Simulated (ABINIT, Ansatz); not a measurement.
# Al2O3 (Corundum): G0W0 with ABINIT, start to end, part 2 of 2

How does a plane-wave GW calculation on Al2O3 (Corundum) run from the first input to the gap?

ABINIT 10.8.3; PBE and many-body steps on it, plane waves. Known limits of the many-body steps: not at the basis limit; coarse k mesh.

So far. Step 2 (Ground state): The gap is direct, at Γ. Step 3 (Empty states on the mesh, 2×2×2 mesh, 178 bands): On this mesh the gap is 6.266 eV.

## Step 4: Screening, 2×2×2 mesh, 162 bands, screening to 176.9 eV

The RPA dielectric matrix is built and inverted for each q.

This step: RPA screening on PBE, plane waves, norm-conserving pseudopotentials.

run.abi

```
acell 3*1.0 Angstrom
rprim 
  2.380249999995 1.374237978213 4.331866666707
  -2.380249999995 1.374237978213 4.331866666707
  -0.000000000000 -2.748475956495 4.331866666685
ntypat 2
znucl 13 8
natom 10
typat 1 1 1 1 2 2 2 2 2 2
xred 
  0.352160000000 0.352160000000 0.352160000000
  0.147840000000 0.147840000000 0.147840000000
  0.647840000000 0.647840000000 0.647840000000
  0.852160000000 0.852160000000 0.852160000000
  0.556680000000 0.943320000000 0.250000000000
  0.250000000000 0.556680000000 0.943320000000
  0.943320000000 0.250000000000 0.556680000000
  0.443320000000 0.056680000000 0.750000000000
  0.750000000000 0.443320000000 0.056680000000
  0.056680000000 0.750000000000 0.443320000000
pp_dirpath "pseudos"
pseudos "Al.upf, O.upf"
ecut 36
ngkpt 2 2 2
nshiftk 1
shiftk 0 0 0
kptopt 1
chksymbreak 0
istwfk *1
occopt 1
irdwfk 1
optdriver 3
nband 162
ecuteps 6.5
inclvkb 2
awtr 1
symchi 1
indata_prefix "in"
outdata_prefix "out"
tmpdata_prefix "tmp"
```

Started as:

```sh
> OMP_NUM_THREADS=1 mpirun -n 4 abinit run.abi > log
```

Numbers of over 12 decimals in the logs are rounded to 6 here.

What it wrote:

```text
.Version 10.8.3 of ABINIT. v10.8.2 released Aug 2026.

 Symmetries : space group R-3 c (#167); Bravais hR (rhombohedral)
[... echo of the input left out ...]
== DATASET  1 ==================================================================
-   mpi_nproc: 4, omp_nthreads: 1 (-1 if OMP is not activated)

--- !DatasetInfo
iteration_state: {dtset: 1, }
dimensions: {natom: 10, nkpt: 4, mband: 162, nsppol: 1, nspinor: 1, nspden: 1, mpw: 5936, }
cutoff_energies: {ecut:  36.0, pawecutdg:  -1.0, }
electrons: {nelect:   4.80000000E+01, charge:   0.00000000E+00, occopt:   1.00000000E+00, tsmear:   1.00000000E-02, }

 SCREENING: Calculation of the susceptibility and dielectric matrices

 Based on a program developped by R.W. Godby, V. Olevano, G. Onida, and L. Reining.
 Incorporated in ABINIT by V. Olevano, G.-M. Rignanese, and M. Torrent.
.Using double precision arithmetic ; gwpc =  8

[... cell and pseudopotentials left out ...]
--------------------------------------------------------------------------------

 ==== K-mesh for the wavefunctions ====
 Number of points in the irreducible wedge :     4
[... list of points left out ...]
 Together with 12 symmetry operations and time-reversal symmetry
 yields     8 points in the full Brillouin Zone.

 ==== Q-mesh for the screening function ====
 Number of points in the irreducible wedge :     4
[... list of points left out ...]
 Together with 12 symmetry operations and time-reversal symmetry
 yields     8 points in the full Brillouin Zone.

 setmesh: FFT mesh size selected  =    40x   40x   40
          total number of points  =        64000

 vcoul_init : cutoff-mode = AUXILIARY_FUNCTION
 q-points for optical limit:   1
     1)      0.000010    0.000020    0.000030

- screening: taking advantage of time-reversal symmetry
- Maximum band index for partially occupied states nbvw = 24
- Remaining bands to be divided among processors   nbcw = 138
- Number of bands treated by each node ~34

 Number of electrons calculated from density =   48.0000; Expected =   48.0000
 average of density, n =  0.083663
 r_s =    1.4184
 omega_plasma =   27.9012 [eV]

 calculating chi0 at frequencies [eV] :
  1    0.000000E+00    0.000000E+00
  2    0.000000E+00    2.790117E+01

--------------------------------------------------------------------------------
  q-point number  1        q = ( 0.000000, 0.000000, 0.000000) [r.l.u.]
--------------------------------------------------------------------------------
[... chi0 elements left out ...]
 For q-point:  0.000010 0.000020 0.000030
  dielectric constant =   3.1028
  dielectric constant without local fields =   3.3297

  Average fulfillment of the sum rule on Im[epsilon] for q-point    1 :     64.16  [%]
[... wings left out ...]
  q-point number  2        q = ( 0.500000, 0.000000, 0.000000) [r.l.u.]
--------------------------------------------------------------------------------
[... chi0 elements left out ...]
  Average fulfillment of the sum rule on Im[epsilon] for q-point    2 :     69.33  [%]

 [... 2 further q-points ...]
```

The job ended after 42 s (4 MPI ranks of Arm Neoverse V2, shared host; peak memory 1.5 GiB).

This step gave:

| Property | Result |
| --- | --- |
| ε∞ with local fields, on this mesh, along the program's q direction | 3.103 |
| the same without local fields | 3.330 |
| plasma frequency | 27.90 eV |
| plane waves in the screening matrix | 453 |

Local fields lower ε∞ by 7 %. On a Γ-centred mesh this coarse the value itself is usually too large, while a short band sum pulls it down.

## Step 5: Self-energy, 2×2×2 mesh, 162 bands, screening to 176.9 eV

The self-energy is evaluated for the states that the input lists, and the levels follow from it, in one-shot runs by the linearised quasiparticle equation.

This step: G0W0 on PBE, plane waves, norm-conserving pseudopotentials.

run.abi, as its differences from that of step 4:

```diff
@@ -31,8 +31,15 @@
 irdwfk 1
-optdriver 3
+optdriver 4
 nband 162
+gwcalctyp 0
+ecutsigx 36
+symsigma 1
+nkptgw 1
+kptgw 
+  0.0000000000 0.0000000000 0.0000000000
+bdgw 
+  22 26
 ecuteps 6.5
-inclvkb 2
-awtr 1
-symchi 1
+irdscr 1
+ppmodel 1
 indata_prefix "in"
```

What it wrote:

```text
.Version 10.8.3 of ABINIT. v10.8.2 released Aug 2026.

 Symmetries : space group R-3 c (#167); Bravais hR (rhombohedral)
[... echo of the input left out ...]
== DATASET  1 ==================================================================
-   mpi_nproc: 4, omp_nthreads: 1 (-1 if OMP is not activated)

--- !DatasetInfo
iteration_state: {dtset: 1, }
dimensions: {natom: 10, nkpt: 4, mband: 162, nsppol: 1, nspinor: 1, nspden: 1, mpw: 5936, }
cutoff_energies: {ecut:  36.0, pawecutdg:  -1.0, }
electrons: {nelect:   4.80000000E+01, charge:   0.00000000E+00, occopt:   1.00000000E+00, tsmear:   1.00000000E-02, }

 SIGMA: Calculation of the GW corrections

 Based on a program developped by R.W. Godby, V. Olevano, G. Onida, and L. Reining.
 Incorporated in ABINIT by V. Olevano, G.-M. Rignanese, and M. Torrent.
.Using double precision arithmetic ; gwpc =  8

[... cell and pseudopotentials left out ...]
--------------------------------------------------------------------------------

 ==== K-mesh for the wavefunctions ====
 Number of points in the irreducible wedge :     4
[... list of points left out ...]
 Together with 12 symmetry operations and time-reversal symmetry
 yields     8 points in the full Brillouin Zone.

 ==== Q-mesh for screening function ====
 Number of points in the irreducible wedge :     4
[... list of points left out ...]
 Together with 12 symmetry operations and time-reversal symmetry
 yields     8 points in the full Brillouin Zone.

 vcoul_init : cutoff-mode = AUXILIARY_FUNCTION
 q-points for optical limit:   1
     1)      0.000010    0.000020    0.000030
 setmesh: FFT mesh size selected  =    54x   54x   54
          total number of points  =       157464

 Number of electrons calculated from density =   48.0000; Expected =   48.0000
 average of density, n =  0.083663
 r_s =    1.4184
 omega_plasma =   27.9012 [eV]

 === KS Band Gaps ===
  >>>> For spin  1
   Minimum direct gap =   6.2663 [eV], located at k-point      :   0.0000  0.0000  0.0000
   Fundamental gap    =   6.2663 [eV], Top of valence bands at :   0.0000  0.0000  0.0000
                                       Bottom of conduction at :   0.0000  0.0000  0.0000
 SIGMA fundamental parameters:
 PLASMON POLE MODEL  1
 number of plane-waves for SigmaX                 5879
 number of plane-waves for SigmaC and W            453
 number of plane-waves for wavefunctions          5879
 number of bands                                   162
 number of independent spin polarizations            1
 number of spinorial components                      1
 number of k-points in IBZ                           4
 number of q-points in IBZ                           4
 number of symmetry operations                      12
 number of k-points in BZ                            8
 number of q-points in BZ                            8
 number of frequencies for dSigma/dE                 9
 frequency step for dSigma/dE [eV]                0.25
 number of omega for Sigma on real axis              0
 max omega for Sigma on real axis  [eV]           0.00
 zcut for avoiding poles [eV]                     0.10

 EPSILON^-1 parameters (SCR file):
 dimension of the eps^-1 matrix on file            453
 dimension of the eps^-1 matrix used               453
 number of plane-waves for wavefunctions          5879
 number of bands                                   162
 number of q-points in IBZ                           4
 number of frequencies                               2
 number of real frequencies                          1
 number of imag frequencies                          1

 matrix elements of self-energy operator (all in [eV])

 Perturbative Calculation

--- !SelfEnergy_ee
iteration_state: {dtset: 1, }
kpoint     : [   0.000,    0.000,    0.000, ]
spin       : 1
KS_gap     :    6.266
QP_gap     :    8.357
Delta_QP_KS:    2.091
data: !SigmaeeData |
     Band     E0 <VxcDFT>   SigX SigC(E0)      Z dSigC/dE  Sig(E)    E-E0       E
       22   5.137 -20.469 -25.362   4.145   0.820  -0.219 -21.083  -0.614   4.523
       23   5.137 -20.469 -25.362   4.145   0.820  -0.219 -21.083  -0.614   4.523
       24   5.182 -20.399 -25.232   4.102   0.821  -0.218 -20.999  -0.600   4.582
       25  11.448 -13.775  -8.656  -3.377   0.856  -0.168 -12.284   1.491  12.939
       26  14.369 -11.418  -5.974  -3.756   0.865  -0.156  -9.958   1.460  15.829

== END DATASET(S) ==============================================================
================================================================================

 -outvars: echo values of variables after computation  --------
           etotal      0.0000000000E+00
            nband         162
             nkpt           4
          spgroup         167
 [... the other variables as echoed above ...]

 Calculation completed.
```

Wall time 9.4 s (4 MPI ranks); peak memory 1.3 GiB; 37 s of CPU time.

This step gave:

| Property | Result |
| --- | --- |
| G0W0 gap on the points computed | 8.357 eV |
| starting gap on the mesh | 6.266 eV |
| k of the valence top | 0, 0, 0 |
| k of the conduction bottom | 0, 0, 0 |
| Z at the valence top | 0.821 |
| Z at the conduction bottom | 0.856 |
| least direct G0W0 gap on the computed points | 8.357 eV |

The gap on the mesh goes from 6.27 eV to 8.36 eV, a correction of +2.09 eV.

Limits: finite bands, cutoff and mesh; coarse k mesh. v1 is the top filled band, c1 the lowest empty one. The levels before and after the correction (eV, zero at the valence-band top of each column):

```tsv
	conduction bottom	valence top
Kohn-Sham	6.27	0.00
G0W0	8.36	0.00
```

```tsv
	level	energy (eV)
Kohn-Sham	Γ v3-v2	-0.045
Kohn-Sham	Γ v1	0.000
Kohn-Sham	Γ c1	6.266
Kohn-Sham	Γ c2	9.188
G0W0	Γ v3-v2	-0.059
G0W0	Γ v1	0.000
G0W0	Γ c1	8.357
G0W0	Γ c2	11.247
```

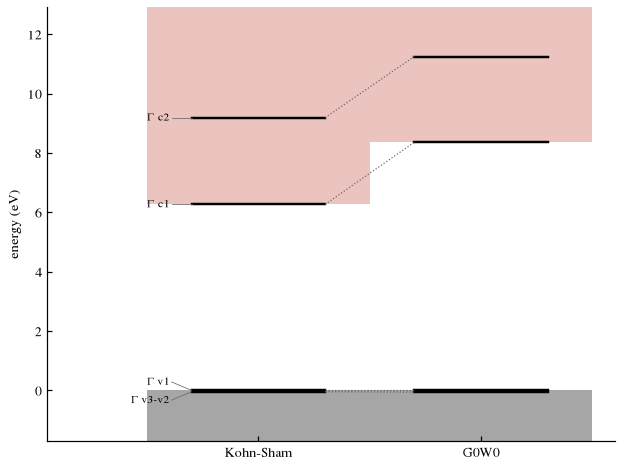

Levels before and after the correction. Shaded: valence and conduction bands.

## Step 6: Where the time went

Times are wall times on 4 MPI ranks of Arm Neoverse V2, shared host, good to a factor of about two.

```tsv
step	time	share	memory (GiB)
ground state	70 s	42 %	0.47
empty states on the mesh	44 s	27 %	0.41
screening	42 s	25 %	1.5
self-energy	9.4 s	6 %	1.3
```

## Step 7: Results

| Property | Result |
| --- | --- |
| PBE gap | 6.27 eV, direct |
| G0W0 gap on the mesh | 8.36 eV |
| GW settings | 2×2×2 mesh, 162 bands, screening to 176.9 eV, Godby-Needs plasmon pole |
| known limits | not at the basis limit; coarse k mesh |

**Reading.** G0W0 moves the gap on the mesh from 6.27 eV to 8.36 eV (+2.09 eV), with Z of 0.82 and 0.86 at the edges. Local fields lower the RPA ε∞ on this mesh from 3.33 to 3.10; a Γ-centred mesh this coarse tends to raise both, most where the direct gap is narrow, while a short band sum lowers them. Only 1 of the mesh's irreducible points was corrected, so a valley elsewhere could overtake. The dearest step here is «ground state». Against experiment, by G0W0@PBE: the gap of 8.36 eV lies −0.34 eV from the measured 8.7 eV (optical, quoted 2018). An exciton line or allowed optical edge lies below the quasiparticle gap by the binding energy; a forbidden edge can push the onset above it. The calculation has static nuclei and no excitons; a measured gap holds zero-point and thermal motion, which mostly lowers it. Bands and cutoff are finite, so the gap is not at the basis limit. The miss can reach some tenths of an eV and take either sign; the mesh is an error of its own. In the G0W0 run levels were corrected at 1 k point alone, so a gap called «on the mesh» is the least over those, and an edge elsewhere would be missed. The 2×2×2 mesh is coarse for this cell, which bears on the long-range parts of exchange and screening.

[Paths, hosts, dates, memory and timing lines, banners, echoed tables and standing remarks are left out of the program output.]

[Logs are printed without paths, hosts, clocks, repeated set-up lines and the standing remarks that a program may print on its own settings, such as how far it seeks lower states.]

[Runs of the session that timed out or met a known fault of the program may be left out.]

[Hosts, paths, dates, database ids (printed as entryN), source tags and the programs' standing remarks are cut or masked in the printed files.]

[G0W0 gaps are taken among the corrected bands and points alone; a level outside them can change the order at an edge.]

[Where Ansatz stands beside ABINIT at settings called matched, ABINIT's density can come from a denser mesh and the files from another edition; pairs whose starting gaps differed by over 0.03 eV were left out, so agreement reads better than it is.]
